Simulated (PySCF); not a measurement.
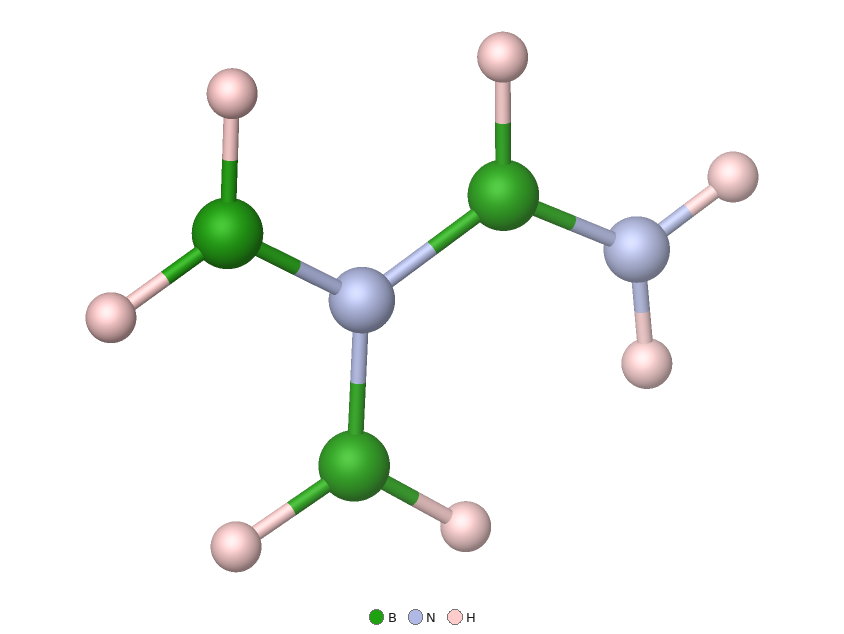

The picture shows a molecular structure as a ball-and-stick model.

The geometry was computed by an optimisation with PBE0-D3(BJ)/def2-SVP. No frequency run is at hand to confirm it as a minimum.

Description:

It has 12 atoms: 3 boron, 7 hydrogen and 2 nitrogen (B3H7N2). As SMILES it reads `BN(B)BN`. It has no ring. Among its groups: B–H bond. All atoms lie on one plane. Coordination: 3 B trigonal planar; 2 N trigonal planar.

The parts below concern this one geometry. Atoms keep their numbers from picture to picture.

## Shape

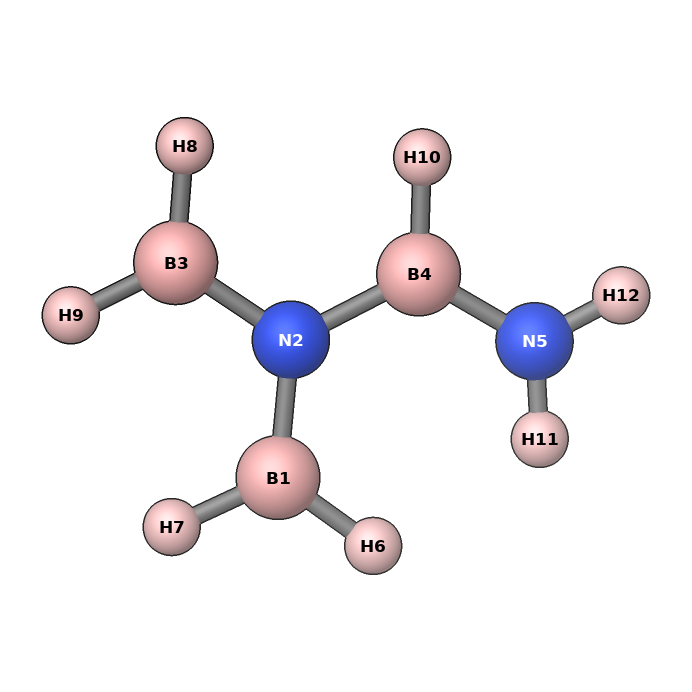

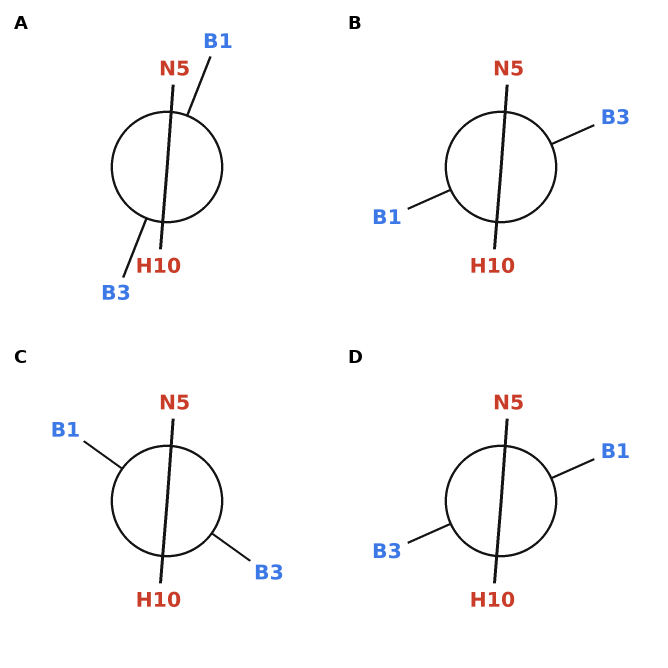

Depth is shown by fading: the farther an atom, the more it takes the colour of the background. Bonds that would overlap in a projection are set slightly apart. No frequency run is at hand to confirm it as a minimum.

Which Newman projection shows the view along B4–N2, with B4 in front?

A. The torsion angle N5–B4–N2–B1 is 2°, synperiplanar (eclipsed).

## Core levels

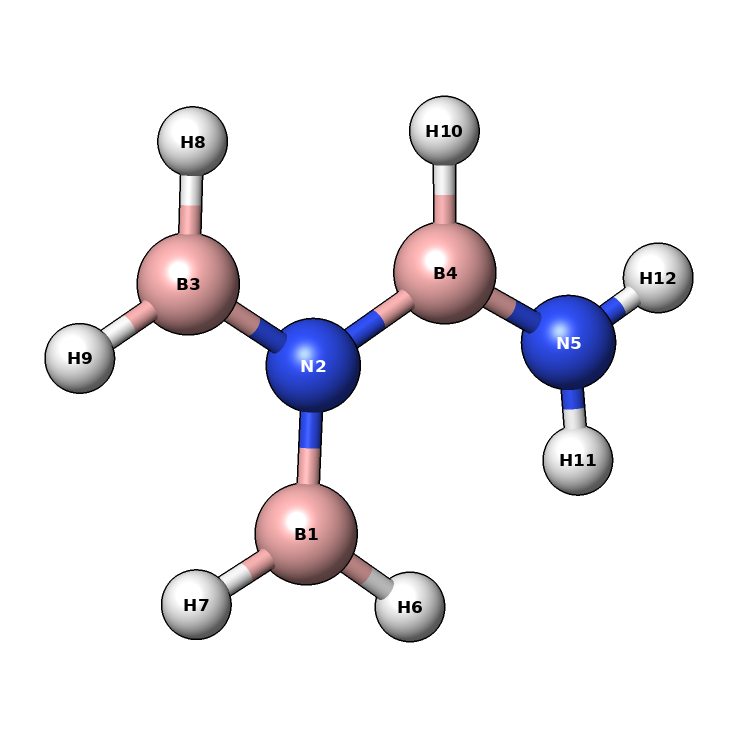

No frequency run is at hand to confirm it as a minimum. Level of theory: delta-SCF UKS PBE, pcX-2 on the ionised atom, pcseg-1 elsewhere, spin-free X2C (PySCF 2.14.0).

Give the core-electron binding energies (to vacuum) of B1 1s, N2 1s, B4 1s, N5 1s.

```json
{"atom": "B1", "level": "1s", "binding energy (eV)": "195.3"}
{"atom": "N2", "level": "1s", "binding energy (eV)": "404.0"}
{"atom": "B4", "level": "1s", "binding energy (eV)": "195.4"}
{"atom": "N5", "level": "1s", "binding energy (eV)": "404.5"}
```

## Quadrupole coupling

No frequency run is at hand to confirm it as a minimum. Electric field gradients from the ground-state density, PBE0/pcSseg-0 (PySCF 2.14.0), non-relativistic apart from any core potentials.

Give the largest field-gradient component, the quadrupole coupling constant and the asymmetry for 11B at B1 (Q = 40.59 mb), 14N at N2 (Q = 20.44 mb), 11B at B3 (Q = 40.59 mb), 11B at B4 (Q = 40.59 mb), 14N at N5 (Q = 20.44 mb).

```csv
atom,V_zz (a.u.),e²qQ/h (MHz),η
B1,0.486,4.63,0.26
N2,0.135,0.648,0.41
B3,0.492,4.69,0.33
B4,0.321,3.06,0.48
N5,−0.736,−3.54,0.52
```

## Levels of theory compared

No frequency run is at hand to confirm it as a minimum. Program: PySCF 2.14.0.

Tabulate dipole (D), HOMO–LUMO gap (eV) at these levels: BHandHLYP/pcSseg-2; CAM-B3LYP/pcSseg-2; KT3/pcSseg-2; PBE/pcSseg-2; PBE0/6-31G; PBE0/6-31G*; PBE0/IGLO-III; PBE0/aug-cc-pVDZ; PBE0/cc-pVDZ; PBE0/def2-TZVP; PBE0/pcSseg-0; PBE0/pcSseg-2.

| level | dipole (D) | HOMO–LUMO gap (eV) |
| --- | --- | --- |
| BHandHLYP/pcSseg-2 | 2.05 | 9.24 |
| CAM-B3LYP/pcSseg-2 | 2.16 | 9.48 |
| KT3/pcSseg-2 | 2.25 | 4.85 |
| PBE/pcSseg-2 | 2.36 | 4.71 |
| PBE0/6-31G | 2.45 | 7.08 |
| PBE0/6-31G* | 2.44 | 7.10 |
| PBE0/IGLO-III | 2.20 | 6.98 |
| PBE0/aug-cc-pVDZ | 2.19 | 6.96 |
| PBE0/cc-pVDZ | 2.48 | 6.97 |
| PBE0/def2-TZVP | 2.25 | 7.01 |
| PBE0/pcSseg-0 | 2.55 | 7.10 |
| PBE0/pcSseg-2 | 2.21 | 7.01 |
